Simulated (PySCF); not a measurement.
SMILES C(=C/c1ccco1)/c1ccccc1 at its GFN2-xTB optimised geometry (Å):

```
23

C      1.2589    -0.9800    -0.0755
C      1.4031     0.3413     0.0862
C      0.4003     1.3710     0.0000
C     -0.9752     1.3710     0.0000
C     -1.3751     2.7237    -0.0099
C     -0.2262     3.4558    -0.0133
O      0.8463     2.6538     0.0000
C      0.0722    -1.7063    -0.5230
C     -0.6682    -1.2849    -1.6264
C     -1.7602    -2.0127    -2.0593
C     -2.1354    -3.1705    -1.3970
C     -1.3992    -3.6065    -0.3082
C     -0.2972    -2.8884     0.1170
H      2.1133    -1.6086     0.1446
H      2.3780     0.7273     0.3576
H     -1.6147     0.5130     0.0186
H     -2.3780     3.0992    -0.0128
H     -0.0495     4.5133    -0.0256
H     -0.3690    -0.3902    -2.1517
H     -2.3211    -1.6772    -2.9197
H     -2.9927    -3.7346    -1.7336
H     -1.6815    -4.5133     0.2071
H      0.2784    -3.2330     0.9645
```

Method: CAM-B3LYP/def2-SVP in PySCF 2.14.0.

Map of the electrostatic potential (hartree/e), clipped to [-0.08, 0.12] on the plane z = 1.2 Å:

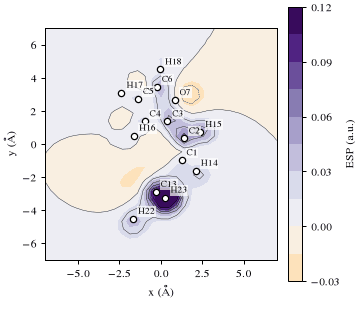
Fig. 1. Electrostatic potential (hartree/e), clipped to [-0.08, 0.12] on the plane z = 1.2 Å.
